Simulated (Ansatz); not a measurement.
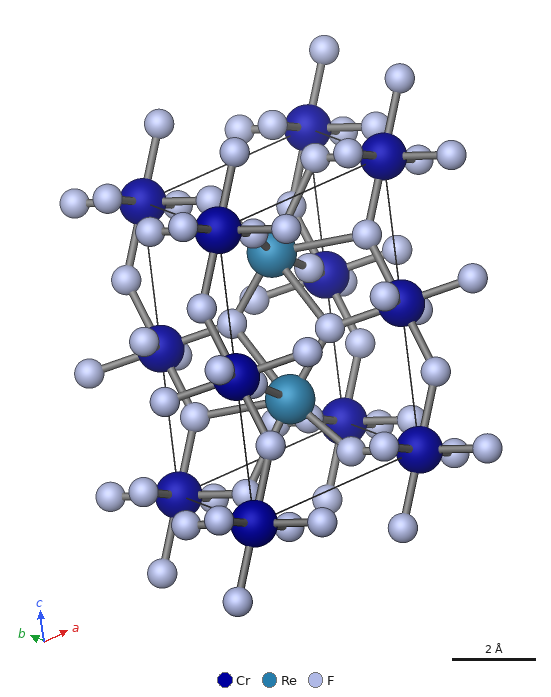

Structure drawing (ball-and-stick), viewed slightly off an axis. The outline marks the simulation cell. Some atoms of the next cells are drawn as well.

```
CELL_PARAMETERS angstrom
4.40264 3.12748 0.00000
4.40264 -3.12748 0.00000
3.15478 0.00000 -6.62603
ATOMIC_POSITIONS crystal
Cr 0.00000 0.00000 0.00000
Cr 0.00000 0.00000 0.50000
Re 0.49930 0.50070 0.75000
Re 0.50070 0.49930 0.25000
F 0.89430 0.10570 0.75000
F 0.10570 0.89430 0.25000
F 0.74070 0.32030 0.02930
F 0.67970 0.25930 0.47070
F 0.25930 0.67970 0.97070
F 0.32030 0.74070 0.52930
F 0.28530 0.20790 0.89700
F 0.79210 0.71470 0.60300
F 0.71470 0.79210 0.10300
F 0.20790 0.28530 0.39700
```

Results below were computed with Ansatz, DFT, PAW plane waves, r2SCAN; the settings were 500 eV cutoff, a 5×5×4 grid in reciprocal space, Fermi-Dirac smearing of 0.1 eV, no spin polarisation (a spin-restricted run, not always the ground state).

Q: What are the atomic charges by Bader's partition?

A: Cr +1.77 e; Re +1.78 e; F -0.73 to -0.70 e.

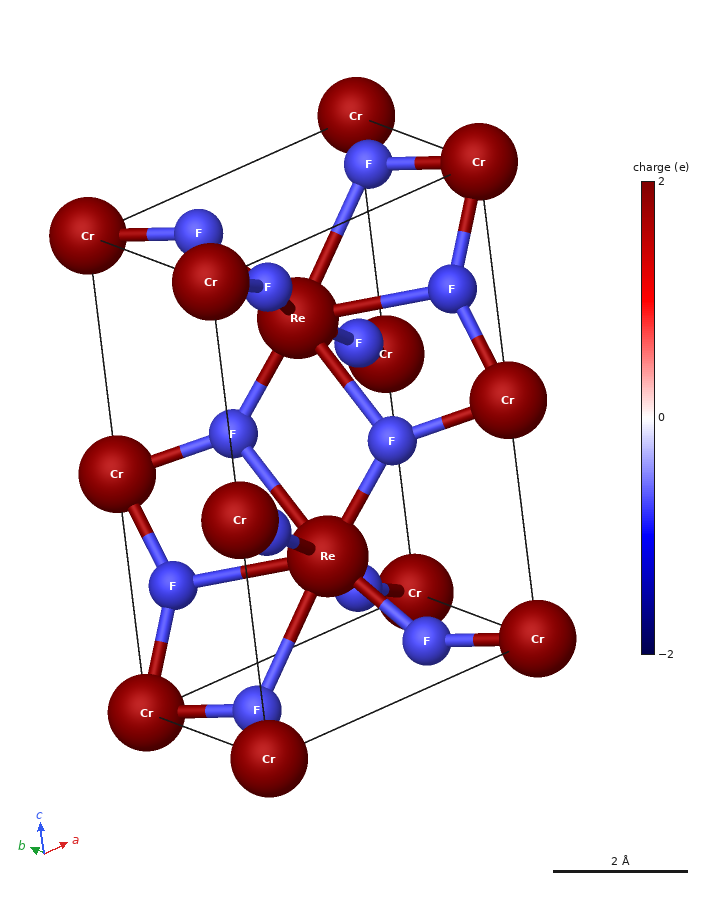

The atoms coloured by those charges.

Provenance: a generated cell, made by putting these elements into a known structure type (the compound may or may not exist in this form); not relaxed. It was run through Ansatz as a DFT input.

At this level of theory the cell isn't at rest (forces up to 1.1 eV/Å), so its distances can differ from those at equilibrium, the more so the softer the solid.
